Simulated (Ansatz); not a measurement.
HfAlH3OF4: several calculations on one system

**1. Relaxation**

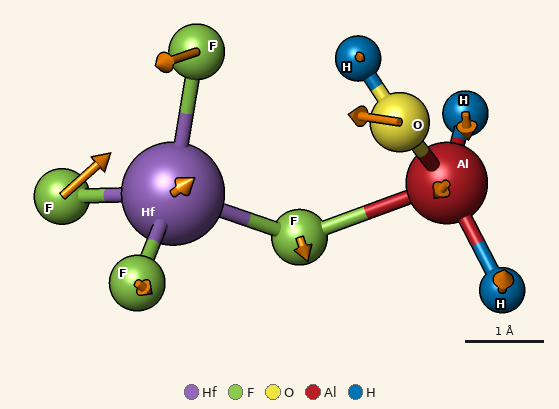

This is a relaxation of HfAlH3OF4. The starting structure is drawn; orange arrows show the displacements, at their true length. The two geometries are superimposed by the best rigid fit.

The picture is a ball-and-stick view, seen at a tilt.

The run prepares an end point of a later path (reaction) calculation, from a guessed geometry.

Computed with RKS PBE0/def2-SVP (Ansatz). (no spin polarisation; force threshold 0.03 eV/Å; at most 50 steps)

Q: What did the optimiser do to the structure, and how much energy did it gain?

A: The atom that moves furthest after the best rigid fit is an F atom (0.97 Å). Largest moves by element: F 0.97 Å, O 0.93 Å, H 0.49 Å, Hf 0.42 Å, Al 0.35 Å. Near-neighbour distances that change, for instance: Hf–O 3.242 → 2.131 Å, H–Hf 3.129 → 2.790 Å, Al–F 2.101 → 1.835 Å, F–Hf 1.972 → 2.136 Å. New bonds form, among them: Hf–O (3.24 → 2.13 Å). Among the angles between lasting bonds that change: F–Hf–F 106.3° → 152.6°, F–Hf–F 113.0° → 93.7°, Hf–F–Al 121.9° → 107.0°. Groups turn about Al–O by about 105°, F–Hf by about 30°. Over 13 accepted moves (14 points after the start) the energy falls by 1.550 eV. Largest force component: 1.4 eV/Å at the start, 0.012 eV/Å at the end. The line search rejected the trial step at point 10 of the run.

**2. Relaxation**

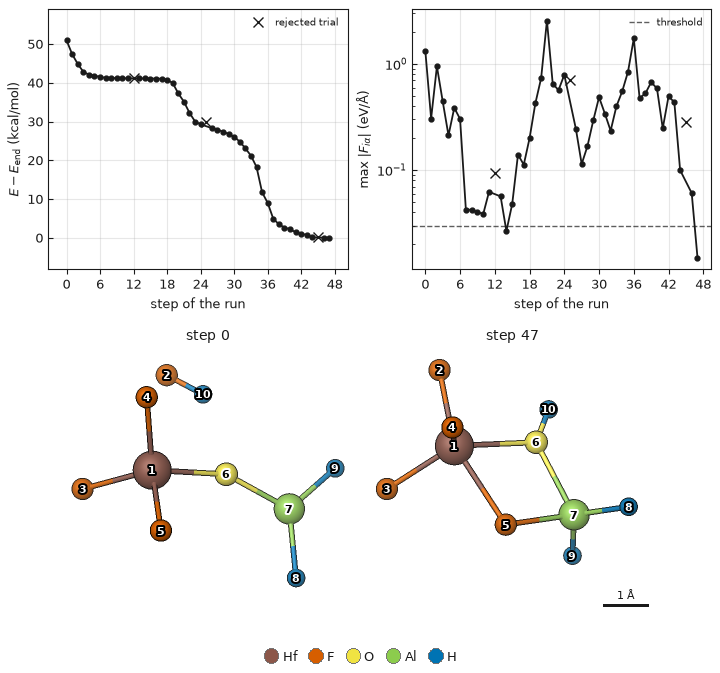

First and last geometry of a relaxation of HfAlH3OF4, with the history of the run. A ball-and-stick model, seen at a tilt.

The run prepares an end point of a later path (reaction) calculation, from a guessed geometry.

The calculation used RKS PBE0/def2-SVP (Ansatz).

The input:
```yaml
crystal:
  periodic: [false, false, false]
  atoms:
    - { symbol: Hf, position_ang: [-0.222819, -0.115074, -0.578356] }
    - { symbol: F, position_ang: [-0.727944, 0.977449, 2.353927] }
    - { symbol: F, position_ang: [1.201384, -1.024512, 0.306615] }
    - { symbol: F, position_ang: [0.081554, 1.757116, -0.791529] }
    - { symbol: F, position_ang: [-0.320157, -0.834067, -2.338122] }
    - { symbol: O, position_ang: [-2.017149, -0.49991, 0.270372] }
    - { symbol: Al, position_ang: [-3.527989, -1.322354, 0.363088] }
    - { symbol: H, position_ang: [-3.715696, -2.639835, -0.500722] }
    - { symbol: H, position_ang: [-4.608064, -0.696722, 1.340613] }
    - { symbol: H, position_ang: [-1.55552, 0.659709, 2.087814] }
basis:
  gaussian: { orbitals: def2-SVP }
hamiltonian:
  xc: pbe0
relax:
  f_tol: 0.03
  max_steps: 50
```

Run as
```bash
ansatz run input.yaml --threads 4 --pin off --max-ram 5120MiB --backend cpu --events-out ev --progress --plain --runs-dir out
```

Q: Read the history and describe the run.

A: It converged. The largest move after the best rigid fit is that of H9, 2.48 Å. Largest moves by element: H 2.48 Å, F 1.89 Å, O 0.88 Å, Hf 0.79 Å, Al 0.62 Å. Near-neighbour distances that change, for instance: F5–Al7 4.222 → 1.837 Å, F2–H10 0.926 → 2.743 Å, Hf1–F2 3.170 → 1.911 Å, O6–H10 2.205 → 0.963 Å. New bonds form, among them: F5–Al7 (4.22 → 1.84 Å), Hf1–F2 (3.17 → 1.91 Å), O6–H10 (2.20 → 0.96 Å). Bonds break, among them: F2–H10 (0.93 → 2.74 Å). Bond angles that change, for instance: Hf1–O6–Al7 153.1° → 105.9°, F5–Hf1–O6 105.7° → 67.6°, F3–Hf1–F5 106.7° → 92.5°. The energy falls by 51.0 kcal/mol in 44 accepted moves (47 points after the start). Largest force component: 1.3 eV/Å at the start, 0.015 eV/Å at the end. The line search rejected the trial steps at points 12, 25, 45 of the run. The forces were under the threshold at step 14, but the run went on from there. The run took 2.7 min on 4 threads of Arm Neoverse V1 (shared host), peak memory 0.36 GiB.

Limits of the set-up: the start holds two separate molecules, 2.2 Å apart at their closest, whose relative position is a soft coordinate and is computed without a dispersion correction.

**3. Path**

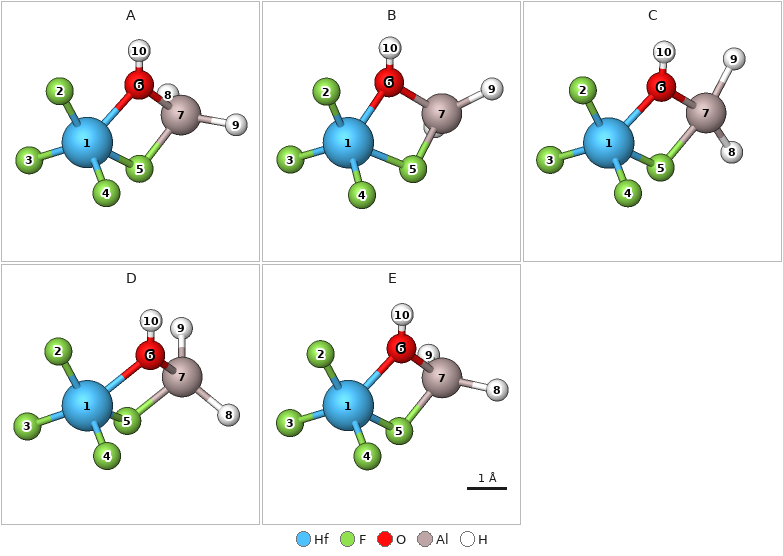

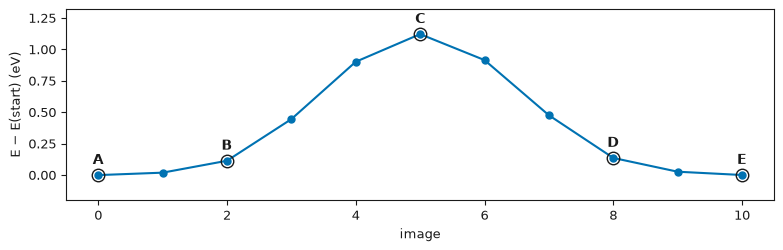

NEB run on HfAlH3OF4. Images are numbered from 0 (start) to 10 (end). Frames A to E are images 0, 2, 5, 8, 10. Style: ball-and-stick. Shown from a free direction.

All numbers below come from Ansatz, RKS PBE0/def2-SVP. Settings: 9 movable images; climbing image; force threshold 0.05 eV/Å; iteration limit 60; starting path through a guess of the saddle point.

Describe the mechanism and the energy profile.

Answer. The two ends have nearly the same energy, and the highest point, image 5, lies 1.12 eV above the start. No bond forms or breaks between the ends. Bond angles that change up to the highest image, for instance: F5–Al7–H9 109.8° → 163.4°, O6–Al7–H8 111.0° → 159.6°. The band converged in 27 iterations, with a climbing image at the top. At the top, the vibrational analysis gives one imaginary mode (418i cm⁻¹), as a transition state must have.

Cost: 13 min on 4 threads of Arm Neoverse V1 (shared host), peak memory 0.4 GiB.
